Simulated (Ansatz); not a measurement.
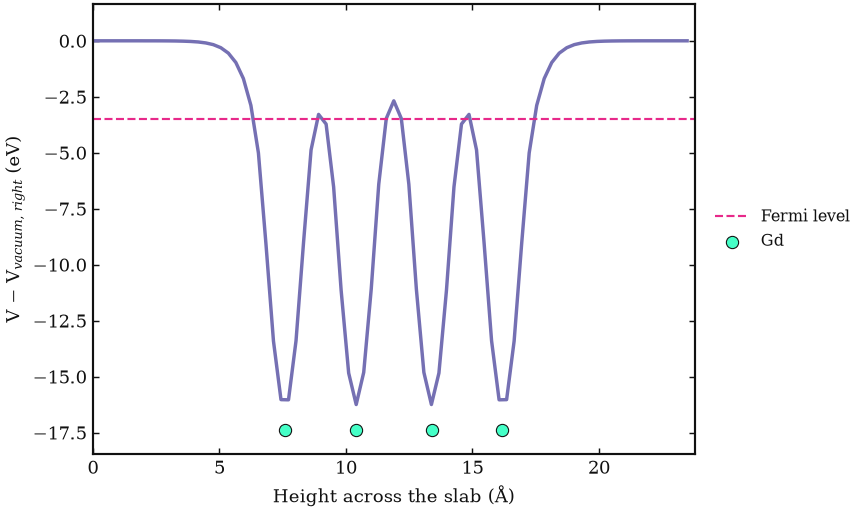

Plane-averaged electrostatic potential energy of an electron across the slab; circles at the bottom mark the heights of the atoms (positions after relaxation).

Input of the run:

```
crystal:
  lattice:
    - [3.6515676229, 0.0, 0.0]
    - [-1.8257838114, 3.1623503251, 0.0]
    - [0.0, 0.0, 23.7792690048]
  atoms:
    - { symbol: Gd, position: [0.3333333333, 0.6666666667, 0.3154007803], spin: 8.25 }
    - { symbol: Gd, position: [0.6666666667, 0.3333333333, 0.4384669268], spin: 8.25 }
    - { symbol: Gd, position: [0.3333333333, 0.6666666667, 0.5615330732], spin: 8.25 }
    - { symbol: Gd, position: [0.6666666667, 0.3333333333, 0.6845992197], spin: 8.25 }
basis:
  ecutwfc: 420
kpoints:
  mp_grid: { grid: [9, 9, 1] }
hamiltonian:
  xc: pbe
  hubbard: { sites: [{ species: Gd, l: f, u_eff: 6.0 }] }
scf:
  occupations: { method: gaussian, width: 0.1 }
  lower_state_search: "off"
output:
  forces: true
  eigenvalues: true
  populations: true
  write_density: true
  write_potential: true
  elf: true
  volumetric_format: npy
magnetization:
  spin_polarized: true
relax:
  adjacent_minimum: "off"
  f_tol: 0.02
  max_steps: 60
efield:
  axis: 3
  dipole_correction: true
  ramp_width: 0.04
checkpoint:
  read: start.run
  write: ck
  compress: false
  write_wavefunctions: false
  write_every: 100000
```

Run as:
```bash
ansatz run input.yaml --threads 2 --pin off --max-ram 4096MiB --backend cpu --events-out ev --progress --plain --runs-dir out
```

**What is the work function?**

The work function is 3.51 eV, the same on both faces. The two vacuum levels agree, so the slab has no net dipole along its normal.

**How thick are slab and vacuum?**

The outermost atoms are 8.6 Å apart, which leaves 15.2 Å of vacuum in a cell 23.8 Å high.

The run may have settled in a state above the lowest, so this need not be the ground state. Spin-orbit coupling is left out, which matters for Gd.
